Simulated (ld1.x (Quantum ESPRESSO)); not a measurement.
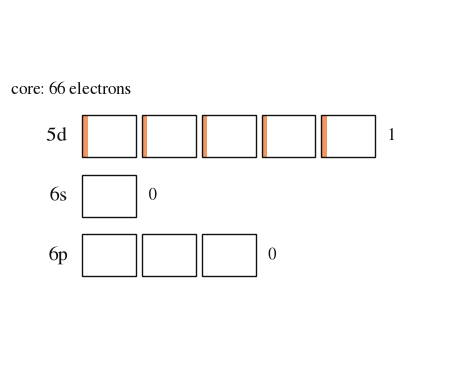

The valence shells of the reference configuration: a box for each of the 2l + 1 orbitals, shaded by the share of the shell that is filled, with the electron count at the right.

**Tm: pseudopotential generation (part 1 of 2)**

- system: thulium (Tm, Z = 69), core [Xe] 4f12, reference valence 5d1 6s0 6p0 (an ion of charge +2), valence charge 3.
- method: TM potential, PBE, fully relativistic, made with ld1.x (Quantum ESPRESSO) 7.5

### The program's output
```
     Program LD1 v.7.5
     --------------------------- All-electron run ----------------------------

     Tm
     dirac relativistic calculation

     atomic number is 69.00
     dft =PBE   lsd =0 sic =0 latt =0  beta=0.20 tr2=1.0E-14
     Exchange-correlation= PBE
                           (   1   4   3   4   0   0   0)
     mesh =1269 r(mesh) = 101.07810 a.u. xmin = -7.00 dx = 0.01250
     1 Ry =  13.60569312 eV, c = 137.03599908

     n l j   nl                  e(Ry)          e(Ha)          e(eV)
     Spin orbit split results
     1 0 0.5 1S 1( 2.00)     -4354.1064     -2177.0532    -59240.6350
     2 0 0.5 2S 1( 2.00)      -735.4898      -367.7449    -10006.8484
     2 1 0.5 2P 1( 2.00)      -701.0318      -350.5159     -9538.0232
     2 1 1.5 2P 1( 4.00)      -628.9874      -314.4937     -8557.8098
     3 0 0.5 3S 1( 2.00)      -166.5776       -83.2888     -2266.4039
     3 1 0.5 3P 1( 2.00)      -151.4317       -75.7158     -2060.3330
     3 1 1.5 3P 1( 4.00)      -136.2203       -68.1102     -1853.3722
     4 0 0.5 4S 1( 2.00)       -34.1164       -17.0582      -464.1777
     4 1 0.5 4P 1( 2.00)       -28.0255       -14.0127      -381.3057
     4 1 1.5 4P 1( 4.00)       -24.5831       -12.2915      -334.4699
     3 2 1.5 3D 1( 4.00)      -110.4114       -55.2057     -1502.2237
     3 2 2.5 3D 1( 6.00)      -107.0880       -53.5440     -1457.0070
     5 0 0.5 5S 1( 2.00)        -5.2917        -2.6458       -71.9966
     5 1 0.5 5P 1( 2.00)        -3.6113        -1.8056       -49.1338
     5 1 1.5 5P 1( 4.00)        -3.1632        -1.5816       -43.0381
     4 2 1.5 4D 1( 4.00)       -14.5665        -7.2832      -198.1867
     4 2 2.5 4D 1( 6.00)       -13.9385        -6.9692      -189.6427
     4 3 2.5 4F 1( 5.14)        -1.8140        -0.9070       -24.6803
     4 3 3.5 4F 1( 6.86)        -1.7207        -0.8603       -23.4110
     5 2 1.5 5D 1( 0.40)        -1.1303        -0.5651       -15.3781
     5 2 2.5 5D 1( 0.60)        -1.0982        -0.5491       -14.9414
     6 0 0.5 6S 1( 0.00)        -1.1796        -0.5898       -16.0496
     6 1 0.5 6P 1( 0.00)        -0.8611        -0.4306       -11.7165
     6 1 1.5 6P 1( 0.00)        -0.8089        -0.4045       -11.0062
     Averaged results
     1 0     1S 1( 2.00)     -4354.1064     -2177.0532    -59240.6350
     2 0     2S 1( 2.00)      -735.4898      -367.7449    -10006.8484
     2 1     2P 1( 6.00)      -653.0022      -326.5011     -8884.5476
     3 0     3S 1( 2.00)      -166.5776       -83.2888     -2266.4039
     3 1     3P 1( 6.00)      -141.2908       -70.6454     -1922.3591
     4 0     4S 1( 2.00)       -34.1164       -17.0582      -464.1777
     4 1     4P 1( 6.00)       -25.7305       -12.8653      -350.0819
     3 2     3D 1(10.00)      -108.4174       -54.2087     -1475.0937
     5 0     5S 1( 2.00)        -5.2917        -2.6458       -71.9966
     5 1     5P 1( 6.00)        -3.3126        -1.6563       -45.0700
     4 2     4D 1(10.00)       -14.1897        -7.0948      -193.0603
     4 3     4F 1(12.00)        -1.7607        -0.8803       -23.9550
     5 2     5D 1( 1.00)        -1.1110        -0.5555       -15.1161
     6 0     6S 1( 0.00)        -1.1796        -0.5898       -16.0496
     6 1     6P 1( 0.00)        -0.8263        -0.4132       -11.2430

     final scf error:  4.0E-15 reached in  30 iterations

     Etot =  -27162.503923 Ry,  -13581.251962 Ha, -369564.692831 eV

     Ekin =   30084.188350 Ry,   15042.094175 Ha,  409316.234539 eV
     Encl =  -67233.450618 Ry,  -33616.725309 Ha, -914757.696706 eV
     Eh   =   10559.142787 Ry,    5279.571394 Ha,  143664.456404 eV
     Exc  =    -572.384442 Ry,    -286.192221 Ha,   -7787.687068 eV

     normalization and overlap integrals

     s(1S/1S) =  1.000000  <r> =   0.0200  <r2> =    0.0005  r(max) =   0.0126
     s(2S/2S) =  1.000000  <r> =   0.0843  <r2> =    0.0085  r(max) =   0.0718
     s(2P/2P) =  1.000000  <r> =   0.0701  <r2> =    0.0061  r(max) =   0.0545
     s(2P/2P) =  1.000000  <r> =   0.0775  <r2> =    0.0073  r(max) =   0.0603
     s(3S/3S) =  1.000000  <r> =   0.2205  <r2> =    0.0557  r(max) =   0.2026
     s(3P/3P) =  1.000000  <r> =   0.2103  <r2> =    0.0515  r(max) =   0.1903
     s(3P/3P) =  1.000000  <r> =   0.2241  <r2> =    0.0583  r(max) =   0.2051
     s(4S/4S) =  1.000000  <r> =   0.4973  <r2> =    0.2795  r(max) =   0.4623
     s(4P/4P) =  1.000000  <r> =   0.5056  <r2> =    0.2913  r(max) =   0.4681
     s(4P/4P) =  1.000000  <r> =   0.5373  <r2> =    0.3287  r(max) =   0.4921
     s(3D/3D) =  1.000000  <r> =   0.1973  <r2> =    0.0458  r(max) =   0.1618
     s(3D/3D) =  1.000000  <r> =   0.2016  <r2> =    0.0477  r(max) =   0.1659
     s(5S/5S) =  1.000000  <r> =   1.2137  <r2> =    1.6582  r(max) =   1.0815
     s(5P/5P) =  1.000000  <r> =   1.3588  <r2> =    2.0975  r(max) =   1.1804
     s(5P/5P) =  1.000000  <r> =   1.4634  <r2> =    2.4338  r(max) =   1.2566
     s(4D/4D) =  1.000000  <r> =   0.5635  <r2> =    0.3688  r(max) =   0.4983
     s(4D/4D) =  1.000000  <r> =   0.5747  <r2> =    0.3835  r(max) =   0.5045
     s(4F/4F) =  1.000000  <r> =   0.7476  <r2> =    0.7358  r(max) =   0.4921
     s(4F/4F) =  1.000000  <r> =   0.7620  <r2> =    0.7680  r(max) =   0.4983
     s(5D/5D) =  1.000000  <r> =   2.2567  <r2> =    6.0062  r(max) =   1.7391
     s(5D/5D) =  1.000000  <r> =   2.3166  <r2> =    6.3245  r(max) =   1.7832
     s(6S/6S) =  1.000000  <r> =   3.2014  <r2> =   11.4662  r(max) =   2.8674
     s(6P/6P) =  1.000000  <r> =   3.8237  <r2> =   16.3715  r(max) =   3.4157
     s(6P/6P) =  1.000000  <r> =   4.0376  <r2> =   18.2323  r(max) =   3.6360

     ------------------------ End of All-electron run ------------------------

     --------------------- Generating NC pseudopotential ---------------------

      Generating local potential from pseudized AE potential:
      Matching radius rcloc =   1.6000

      Local pseudo, rcloc= 1.593 Estimated cut-off energy=     9.45 Ry

      Computing core charge for nlcc:

       r > 2.56 : true rho core
      Core charge pseudized with two Bessel functions
      Integrated core pseudo-charge :   6.64

     Fully relativistic calculation: |psi|^2

     Wfc 6S LC norm =  0.99994988 SC norm =  0.00004914 missing  0.00000098

     Wfc 6P LC norm =  0.99996408 SC norm =  0.00003564 missing  0.00000028

     Wfc 6P LC norm =  0.99996690 SC norm =  0.00003058 missing  0.00000252

     Wfc 5D LC norm =  0.99990869 SC norm =  0.00009127 missing  0.00000004

     Wfc 5D LC norm =  0.99991361 SC norm =  0.00008576 missing  0.00000063

      Wfc   6S  rcut= 2.261  Using Troullier-Martins method

      Wfc   6P  rcut= 3.636  Using Troullier-Martins method

      Wfc   6P  rcut= 3.636  Using Troullier-Martins method

      Wfc   5D  rcut= 1.806  Using Troullier-Martins method

      Wfc   5D  rcut= 1.806  Using Troullier-Martins method

     ------------------- End of pseudopotential generation -------------------

     --------------------------- All-electron run ----------------------------

     Tm
     dirac relativistic calculation

     atomic number is 69.00
     dft =PBE   lsd =0 sic =0 latt =0  beta=0.20 tr2=1.0E-14
     Exchange-correlation= PBE
                           (   1   4   3   4   0   0   0)
     mesh =1269 r(mesh) = 101.07810 a.u. xmin = -7.00 dx = 0.01250
     1 Ry =  13.60569312 eV, c = 137.03599908

     n l j   nl                  e(Ry)          e(Ha)          e(eV)
     Spin orbit split results
     1 0 0.5 1S 1( 2.00)     -4354.1064     -2177.0532    -59240.6350
     2 0 0.5 2S 1( 2.00)      -735.4898      -367.7449    -10006.8484
     2 1 0.5 2P 1( 2.00)      -701.0318      -350.5159     -9538.0232
     2 1 1.5 2P 1( 4.00)      -628.9874      -314.4937     -8557.8098
     3 0 0.5 3S 1( 2.00)      -166.5776       -83.2888     -2266.4039
     3 1 0.5 3P 1( 2.00)      -151.4317       -75.7158     -2060.3330
     3 1 1.5 3P 1( 4.00)      -136.2203       -68.1102     -1853.3722
     4 0 0.5 4S 1( 2.00)       -34.1164       -17.0582      -464.1777
     4 1 0.5 4P 1( 2.00)       -28.0255       -14.0127      -381.3057
     4 1 1.5 4P 1( 4.00)       -24.5831       -12.2915      -334.4699
     3 2 1.5 3D 1( 4.00)      -110.4114       -55.2057     -1502.2237
     3 2 2.5 3D 1( 6.00)      -107.0880       -53.5440     -1457.0070
     5 0 0.5 5S 1( 2.00)        -5.2917        -2.6458       -71.9966
     5 1 0.5 5P 1( 2.00)        -3.6113        -1.8056       -49.1338
     5 1 1.5 5P 1( 4.00)        -3.1632        -1.5816       -43.0381
     4 2 1.5 4D 1( 4.00)       -14.5665        -7.2832      -198.1867
     4 2 2.5 4D 1( 6.00)       -13.9385        -6.9692      -189.6427
     4 3 2.5 4F 1( 5.14)        -1.8140        -0.9070       -24.6803
     4 3 3.5 4F 1( 6.86)        -1.7207        -0.8603       -23.4110
     5 2 1.5 5D 1( 0.40)        -1.1303        -0.5651       -15.3781
     5 2 2.5 5D 1( 0.60)        -1.0982        -0.5491       -14.9414
     6 0 0.5 6S 1( 0.00)        -1.1796        -0.5898       -16.0496
     6 1 0.5 6P 1( 0.00)        -0.8611        -0.4306       -11.7165
     6 1 1.5 6P 1( 0.00)        -0.8089        -0.4045       -11.0062
     Averaged results
     1 0     1S 1( 2.00)     -4354.1064     -2177.0532    -59240.6350
     2 0     2S 1( 2.00)      -735.4898      -367.7449    -10006.8484
     2 1     2P 1( 6.00)      -653.0022      -326.5011     -8884.5476
     3 0     3S 1( 2.00)      -166.5776       -83.2888     -2266.4039
     3 1     3P 1( 6.00)      -141.2908       -70.6454     -1922.3591
     4 0     4S 1( 2.00)       -34.1164       -17.0582      -464.1777
     4 1     4P 1( 6.00)       -25.7305       -12.8653      -350.0819
     3 2     3D 1(10.00)      -108.4174       -54.2087     -1475.0937
     5 0     5S 1( 2.00)        -5.2917        -2.6458       -71.9966
     5 1     5P 1( 6.00)        -3.3126        -1.6563       -45.0700
     4 2     4D 1(10.00)       -14.1897        -7.0948      -193.0603
     4 3     4F 1(12.00)        -1.7607        -0.8803       -23.9550
     5 2     5D 1( 1.00)        -1.1110        -0.5555       -15.1161
     6 0     6S 1( 0.00)        -1.1796        -0.5898       -16.0496
     6 1     6P 1( 0.00)        -0.8263        -0.4132       -11.2430

     final scf error:  4.0E-15 reached in  30 iterations

     Etot =  -27162.503923 Ry,  -13581.251962 Ha, -369564.692831 eV

     Ekin =   30084.188350 Ry,   15042.094175 Ha,  409316.234539 eV
     Encl =  -67233.450618 Ry,  -33616.725309 Ha, -914757.696706 eV
     Eh   =   10559.142787 Ry,    5279.571394 Ha,  143664.456404 eV
     Exc  =    -572.384442 Ry,    -286.192221 Ha,   -7787.687068 eV

     normalization and overlap integrals

     s(1S/1S) =  1.000000  <r> =   0.0200  <r2> =    0.0005  r(max) =   0.0126
     s(2S/2S) =  1.000000  <r> =   0.0843  <r2> =    0.0085  r(max) =   0.0718
     s(2P/2P) =  1.000000  <r> =   0.0701  <r2> =    0.0061  r(max) =   0.0545
     s(2P/2P) =  1.000000  <r> =   0.0775  <r2> =    0.0073  r(max) =   0.0603
     s(3S/3S) =  1.000000  <r> =   0.2205  <r2> =    0.0557  r(max) =   0.2026
     s(3P/3P) =  1.000000  <r> =   0.2103  <r2> =    0.0515  r(max) =   0.1903
     s(3P/3P) =  1.000000  <r> =   0.2241  <r2> =    0.0583  r(max) =   0.2051
     s(4S/4S) =  1.000000  <r> =   0.4973  <r2> =    0.2795  r(max) =   0.4623
     s(4P/4P) =  1.000000  <r> =   0.5056  <r2> =    0.2913  r(max) =   0.4681
     s(4P/4P) =  1.000000  <r> =   0.5373  <r2> =    0.3287  r(max) =   0.4921
     s(3D/3D) =  1.000000  <r> =   0.1973  <r2> =    0.0458  r(max) =   0.1618
     s(3D/3D) =  1.000000  <r> =   0.2016  <r2> =    0.0477  r(max) =   0.1659
     s(5S/5S) =  1.000000  <r> =   1.2137  <r2> =    1.6582  r(max) =   1.0815
     s(5P/5P) =  1.000000  <r> =   1.3588  <r2> =    2.0975  r(max) =   1.1804
     s(5P/5P) =  1.000000  <r> =   1.4634  <r2> =    2.4338  r(max) =   1.2566
     s(4D/4D) =  1.000000  <r> =   0.5635  <r2> =    0.3688  r(max) =   0.4983
     s(4D/4D) =  1.000000  <r> =   0.5747  <r2> =    0.3835  r(max) =   0.5045
     s(4F/4F) =  1.000000  <r> =   0.7476  <r2> =    0.7358  r(max) =   0.4921
     s(4F/4F) =  1.000000  <r> =   0.7620  <r2> =    0.7680  r(max) =   0.4983
     s(5D/5D) =  1.000000  <r> =   2.2567  <r2> =    6.0062  r(max) =   1.7391
     s(5D/5D) =  1.000000  <r> =   2.3166  <r2> =    6.3245  r(max) =   1.7832
     s(6S/6S) =  1.000000  <r> =   3.2014  <r2> =   11.4662  r(max) =   2.8674
     s(6P/6P) =  1.000000  <r> =   3.8237  <r2> =   16.3715  r(max) =   3.4157
     s(6P/6P) =  1.000000  <r> =   4.0376  <r2> =   18.2323  r(max) =   3.6360

     ------------------------ End of All-electron run ------------------------

     Computing logarithmic derivative in   3.94387
     Computing logarithmic derivative in   3.94387
     Computing the partial wave expansion
     R is outside the sphere for l=    0 j= 0.50
     R is outside the sphere for l=    1 j= 0.50
     R is outside the sphere for l=    1 j= 1.50
     R is outside the sphere for l=    2 j= 1.50
     R is outside the sphere for l=    2 j= 2.50

     ---------------------- Testing the pseudopotential ----------------------

     Tm
     dirac relativistic calculation

     atomic number is 69.00   valence charge is  3.00
     dft =PBE   lsd =0 sic =0 latt =0  beta=0.20 tr2=1.0E-14
     mesh =1269 r(mesh) = 101.07810 xmin = -7.00 dx = 0.01250

     n l  j  nl             e AE (Ry)       e PS (Ry)    De AE-PS (Ry)
     3 2 1.5 5D   1( 0.40)       -1.13027       -1.13025       -0.00002
     3 2 2.5 5D   1( 0.60)       -1.09817       -1.09818        0.00000
     1 0 0.5 6S   1( 0.00)       -1.17963       -1.17962       -0.00000
     2 1 0.5 6P   1( 0.00)       -0.86115       -0.86115       -0.00000
     2 1 1.5 6P   1( 0.00)       -0.80894       -0.80894        0.00000

     eps = 4.5E-16  iter =  4

     Etot =  -27162.503923 Ry,  -13581.251962 Ha, -369564.692831 eV
     Etotps =    -7.737015 Ry,      -3.868507 Ha,    -105.267449 eV

     Ekin =       2.388231 Ry,       1.194115 Ha,      32.493538 eV
     Encl =      -3.754854 Ry,      -1.877427 Ha,     -51.087389 eV
     Ehrt =       0.395038 Ry,       0.197519 Ha,       5.374766 eV
     Ecxc =      -7.033249 Ry,      -3.516624 Ha,     -95.692222 eV
     (Ecc =      -6.253026 Ry,      -3.126513 Ha,     -85.076759 eV)
     Epseu=       0.267819 Ry,       0.133909 Ha,       3.643858 eV

     ---------------------- End of pseudopotential test ----------------------
```

### Output of the test run (extracts)
```
     ---------------------- Testing the pseudopotential ----------------------

     Tm
     dirac relativistic calculation

     atomic number is 69.00   valence charge is  3.00
     dft =PBE   lsd =0 sic =0 latt =0  beta=0.20 tr2=1.0E-14
     mesh =1269 r(mesh) = 101.07810 xmin = -7.00 dx = 0.01250

     n l  j  nl             e AE (Ry)       e PS (Ry)    De AE-PS (Ry)
     3 2 1.5 5D   1( 0.40)       -1.13027       -1.13025       -0.00002
     3 2 2.5 5D   1( 0.60)       -1.09817       -1.09818        0.00000
     1 0 0.5 6S   1( 0.00)       -1.17963       -1.17962       -0.00000
     2 1 0.5 6P   1( 0.00)       -0.86115       -0.86115       -0.00000
     2 1 1.5 6P   1( 0.00)       -0.80894       -0.80894        0.00000

     eps = 4.9E-16  iter =  4

     Etot =  -27162.503923 Ry,  -13581.251962 Ha, -369564.692831 eV
     Etotps =    -7.737015 Ry,      -3.868507 Ha,    -105.267449 eV

     Ekin =       2.388231 Ry,       1.194115 Ha,      32.493538 eV
     Encl =      -3.754854 Ry,      -1.877427 Ha,     -51.087389 eV
     Ehrt =       0.395038 Ry,       0.197519 Ha,       5.374766 eV
     Ecxc =      -7.033249 Ry,      -3.516624 Ha,     -95.692222 eV
     (Ecc =      -6.253026 Ry,      -3.126513 Ha,     -85.076759 eV)
     Epseu=       0.267819 Ry,       0.133909 Ha,       3.643858 eV

     ---------------------- End of pseudopotential test ----------------------

     ---------------------- Testing the pseudopotential ----------------------

     Tm
     dirac relativistic calculation

     atomic number is 69.00   valence charge is  3.00
     dft =PBE   lsd =0 sic =0 latt =0  beta=0.20 tr2=1.0E-14
     mesh =1269 r(mesh) = 101.07810 xmin = -7.00 dx = 0.01250

     n l  j  nl             e AE (Ry)       e PS (Ry)    De AE-PS (Ry)
     3 2 1.5 5D   1( 0.40)       -0.15890       -0.15601       -0.00289
     3 2 2.5 5D   1( 0.60)       -0.13642       -0.13395       -0.00247
     1 0 0.5 6S   1( 2.00)       -0.33020       -0.33052        0.00032
     2 1 0.5 6P   1( 0.00)       -0.11414       -0.11550        0.00135
     2 1 1.5 6P   1( 0.00)       -0.09229       -0.09430        0.00202

     eps = 3.3E-16  iter =  9

     Etot =  -27163.980060 Ry,  -13581.990030 Ha, -369584.776690 eV
     Etotps =    -9.211849 Ry,      -4.605924 Ha,    -125.333587 eV
     dEtot_ae =      -1.476136 Ry
     dEtot_ps =      -1.474834 Ry,   Delta E=      -0.001303 Ry

     Ekin =       2.246074 Ry,       1.123037 Ha,      30.559397 eV
     Encl =      -7.089036 Ry,      -3.544518 Ha,     -96.451248 eV
     Ehrt =       2.336601 Ry,       1.168300 Ha,      31.791071 eV
     Ecxc =      -7.684246 Ry,      -3.842123 Ha,    -104.549488 eV
     (Ecc =      -6.253026 Ry,      -3.126513 Ha,     -85.076759 eV)
     Epseu=       0.978758 Ry,       0.489379 Ha,      13.316683 eV

     ---------------------- End of pseudopotential test ----------------------

     ---------------------- Testing the pseudopotential ----------------------

     Tm
     dirac relativistic calculation

     atomic number is 69.00   valence charge is  3.00
     dft =PBE   lsd =0 sic =0 latt =0  beta=0.20 tr2=1.0E-14
     mesh =1269 r(mesh) = 101.07810 xmin = -7.00 dx = 0.01250

     n l  j  nl             e AE (Ry)       e PS (Ry)    De AE-PS (Ry)
     3 2 1.5 5D   1( 0.40)       -0.60727       -0.60285       -0.00441
     3 2 2.5 5D   1( 0.60)       -0.57990       -0.57584       -0.00406
     1 0 0.5 6S   1( 1.00)       -0.72999       -0.72896       -0.00103
     2 1 0.5 6P   1( 0.00)       -0.46252       -0.46289        0.00038
     2 1 1.5 6P   1( 0.00)       -0.42598       -0.42706        0.00108

     eps = 6.5E-17  iter =  7

     Etot =  -27163.454532 Ry,  -13581.727266 Ha, -369577.626526 eV
     Etotps =    -8.686710 Ry,      -4.343355 Ha,    -118.188706 eV
     dEtot_ae =      -0.950609 Ry
     dEtot_ps =      -0.949695 Ry,   Delta E=      -0.000914 Ry

     Ekin =       2.377794 Ry,       1.188897 Ha,      32.351530 eV
     Encl =      -5.630676 Ry,      -2.815338 Ha,     -76.609256 eV
     Ehrt =       1.205251 Ry,       0.602626 Ha,      16.398278 eV
     Ecxc =      -7.381366 Ry,      -3.690683 Ha,    -100.428605 eV
     (Ecc =      -6.253026 Ry,      -3.126513 Ha,     -85.076759 eV)
     Epseu=       0.742288 Ry,       0.371144 Ha,      10.099347 eV

     ---------------------- End of pseudopotential test ----------------------

     ---------------------- Testing the pseudopotential ----------------------

     Tm
     dirac relativistic calculation

     atomic number is 69.00   valence charge is  3.00
     dft =PBE   lsd =0 sic =0 latt =0  beta=0.20 tr2=1.0E-14
     mesh =1269 r(mesh) = 101.07810 xmin = -7.00 dx = 0.01250

     n l  j  nl             e AE (Ry)       e PS (Ry)    De AE-PS (Ry)
     3 2 1.5 5D   1( 0.40)       -0.37245       -0.36842       -0.00403
     3 2 2.5 5D   1( 0.60)       -0.34749       -0.34388       -0.00361
     1 0 0.5 6S   1( 1.50)       -0.52327       -0.52287       -0.00040
     2 1 0.5 6P   1( 0.00)       -0.28102       -0.28200        0.00099
     2 1 1.5 6P   1( 0.00)       -0.25170       -0.25346        0.00176

     eps = 5.2E-15  iter =  7

     Etot =  -27163.767349 Ry,  -13581.883674 Ha, -369581.882615 eV
     Etotps =    -8.999155 Ry,      -4.499577 Ha,    -122.439736 eV
     dEtot_ae =      -1.263426 Ry
     dEtot_ps =      -1.262140 Ry,   Delta E=      -0.001286 Ry

     Ekin =       2.330046 Ry,       1.165023 Ha,      31.701897 eV
     Encl =      -6.413244 Ry,      -3.206622 Ha,     -87.256623 eV
     Ehrt =       1.741633 Ry,       0.870817 Ha,      23.696127 eV
     Ecxc =      -7.540123 Ry,      -3.770062 Ha,    -102.588604 eV
     (Ecc =      -6.253026 Ry,      -3.126513 Ha,     -85.076759 eV)
     Epseu=       0.882533 Ry,       0.441266 Ha,      12.007467 eV

     ---------------------- End of pseudopotential test ----------------------
```

(Continued in part 2.) Outcome of the run: generated, with a ghost state.
